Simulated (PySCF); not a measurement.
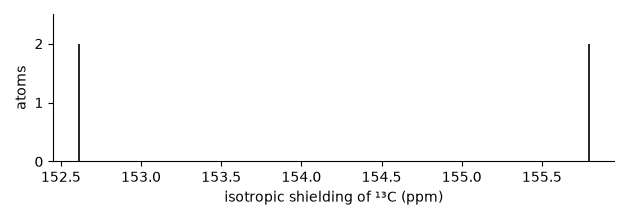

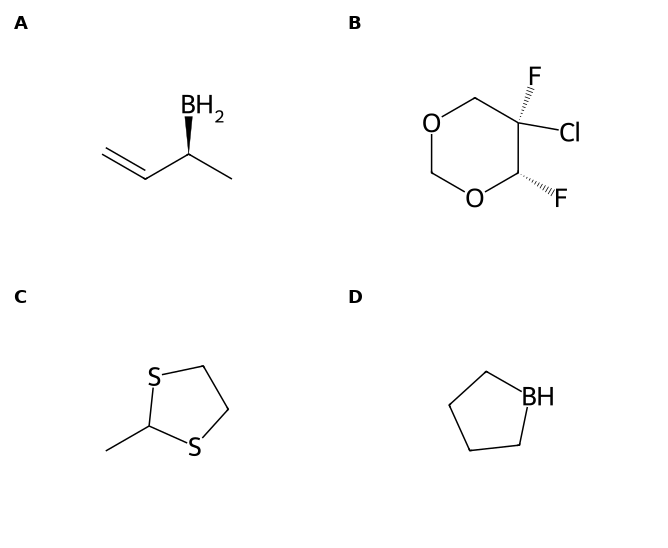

The sticks are computed shieldings of one of the molecules, for one fixed geometry (GFN2-xTB) without averaging over rotations. Low shielding means a high chemical shift. Method: GIAO PBE0/pcSseg-1 NMR shielding, non-relativistic, gas phase (PySCF 2.14.0).

Question: Which molecule gives this pattern?

Answer: D, `B1CCCC1`. Its 4 C atoms give lines at 152.6 (2 atoms), 155.8 (2 atoms) ppm.

The geometry is semi-empirical. Around B such bond lengths and angles can be off by a tenth of an ångström or more and by several degrees, and values that hang on the shape move with them.
